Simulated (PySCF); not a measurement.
## Electronic structure of C2H7F3OSi2 in real space

```yaml
atoms:
  - { symbol: C, position_ang: [2.3238, 0.1661, -0.5667] }
  - { symbol: O, position_ang: [1.0483, 0.7152, -0.3367] }
  - { symbol: Si, position_ang: [-0.0803, 0.1039, 0.7125] }
  - { symbol: Si, position_ang: [-1.9278, 1.5324, 0.6910] }
  - { symbol: C, position_ang: [-0.6300, -1.6550, 0.1110] }
  - { symbol: F, position_ang: [-1.1860, -1.6235, -1.1090] }
  - { symbol: F, position_ang: [-1.5412, -2.1763, 0.9505] }
  - { symbol: F, position_ang: [0.3960, -2.5227, 0.0506] }
  - { symbol: H, position_ang: [2.9085, 0.0904, 0.3675] }
  - { symbol: H, position_ang: [2.8653, 0.8253, -1.2603] }
  - { symbol: H, position_ang: [2.2597, -0.8385, -1.0179] }
  - { symbol: H, position_ang: [0.5010, -0.1335, 2.0713] }
  - { symbol: H, position_ang: [-2.4935, 1.5974, -0.6882] }
  - { symbol: H, position_ang: [-2.9608, 1.0076, 1.6340] }
  - { symbol: H, position_ang: [-1.5007, 2.8939, 1.1320] }
```

Geometry: PBE0-D3(BJ)/def2-SVP.

The calculation used PySCF, PBE0/pcSseg-1, SCF density, gas phase, non-relativistic.

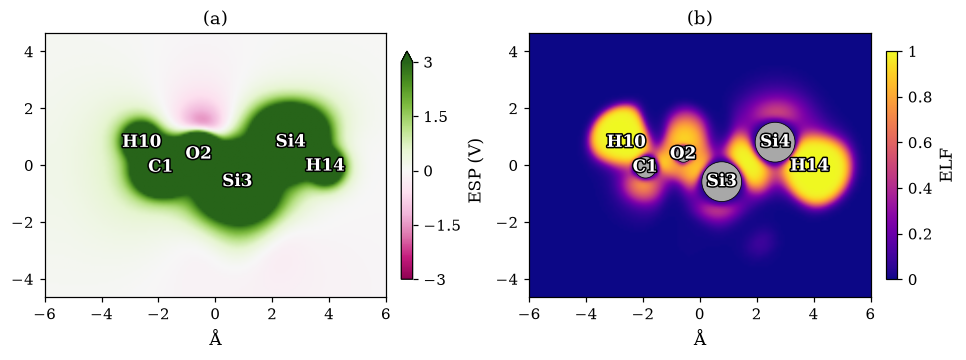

Figure 1. (a) molecular electrostatic potential; (b) ELF on the plane of atoms O2, C1 and H10. Grey discs cover the atomic cores in the ELF map.

Interpret the plot.

Answer. The plane passes through C, O, Si and H nuclei. C–O (1.41 Å): the ELF peaks at about 0.90 between the atoms (a shared but strongly polarised pair). Si–O (1.66 Å): the ELF peaks at about 0.85 between the atoms; a polar covalent bond. Si–Si (2.34 Å): the ELF peaks at about 1 between the atoms, as expected for a shared electron pair. C–H (1.10 Å): the ELF climbs to about 1 towards the hydrogen, as it does in any bond to H; a covalent bond by its length. Si–H (1.49 Å): the ELF climbs to about 1 towards the hydrogen. The ELF also peaks beside O2, away from the bonds: lone-pair regions. Outside the dense part of the molecule the potential is most negative (−1.5 V) near O2.

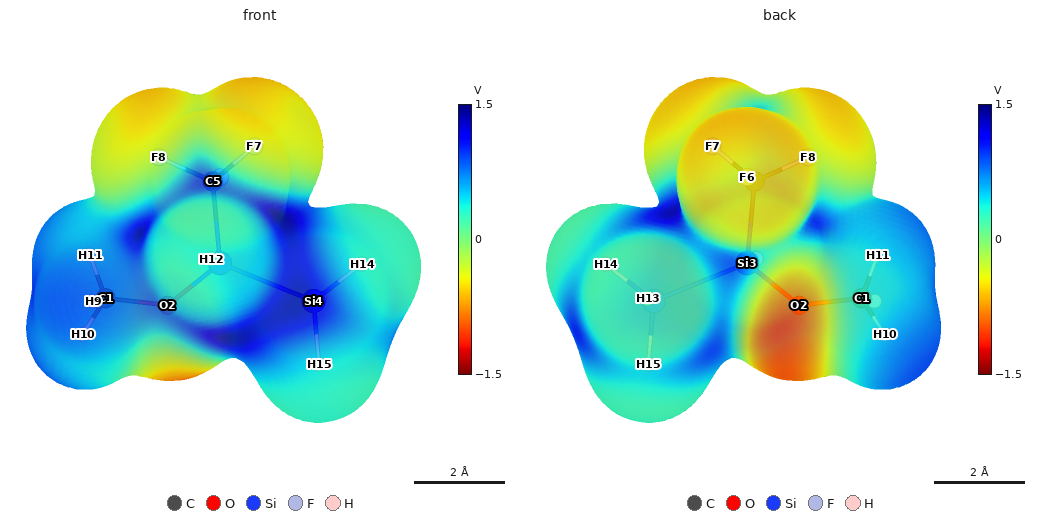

Figure 2. The molecular electrostatic potential painted on the density surface at 0.002 e/bohr³, seen from the front and from behind; red is negative and blue positive.

Describe the electrostatic potential map.

Answer. The most negative region (about −1.0 V) lies over O2, the most positive (about +1.4 V) over Si3 and Si4. O2 is the likeliest acceptor of a hydrogen bond.

How polar is the molecule by this calculation?

Answer. Its dipole moment is 1.97 D.
